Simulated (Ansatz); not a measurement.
Generalised stacking fault of MgSe (rock salt) on the {100} plane. The cell below holds the perfect crystal with the plane normal along z; tilting its third vector by the shift puts one fault into each cell, between planes 2.75 Å apart, at fixed cell height.

```yaml
crystal:
  lattice:
    - [3.89502, 0.00000, 0.00000]
    - [0.00000, 3.89502, 0.00000]
    - [1.94751, 1.94751, 8.26259]
  atoms:
    - { symbol: Se, position: [0.00000, 0.00000, 0.83333] }
    - { symbol: Se, position: [0.33333, 0.33333, 0.16667] }
    - { symbol: Se, position: [0.66667, 0.66667, 0.50000] }
    - { symbol: Mg, position: [0.50000, 0.50000, 0.83333] }
    - { symbol: Mg, position: [0.83333, 0.83333, 0.16667] }
    - { symbol: Mg, position: [0.16667, 0.16667, 0.50000] }
```

In-plane vectors a = (3.895, 0.000) Å, b = (0.000, 3.895) Å, area 15.17 Å². The shift is s times the vector a + b (length 5.508 Å), so s = 1 restores the start. Atoms relax along the normal only. γ = [E(shift) − E(0)] / area.

Method: PBE (plane waves to 420 eV, PAW, scalar-relativistic; Ansatz, a program for electronic structure). k mesh 7×7×7 (Γ-centred), Fermi-Dirac smearing 0.05 eV. E is the zero-smearing estimate. Compression counts positive. As the smearing reaches across the gap at some points, the k mesh leaves noise in γ, roughly 0.02 J/m² as judged from a few cases. Faults lie only 8.3 Å apart, and holding the cell height raises γ above its relaxed value. MgSe was relaxed with its symmetry unable to fall. γ is measured from zero shift.

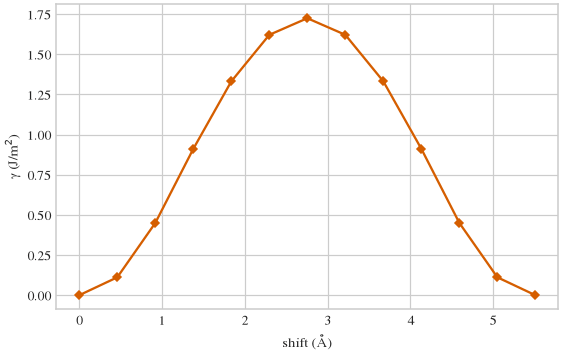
Figure: γ (J/m²) against shift (Å); one marker a computed point (the last repeats the first, one period on).

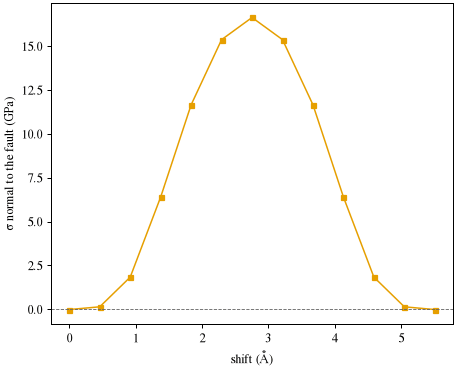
σ normal to the fault (GPa) against shift (Å); markers are the computed points, lines only join them (the last repeats the first, one period on).

The highest computed γ on the line comes out as 1.72 J/m² and the steepest slope dγ/d(shift) before the first maximum (spline) is 10 GPa. Local minima between the ends: no computed point is one. Position of the highest point: s = 0.500.

A slope of 1 mJ/m² per Å is 0.01 GPa.

(The slope of γ gives the shear force per area between the displaced halves; near zero shift its curvature is an elastic stiffness.)
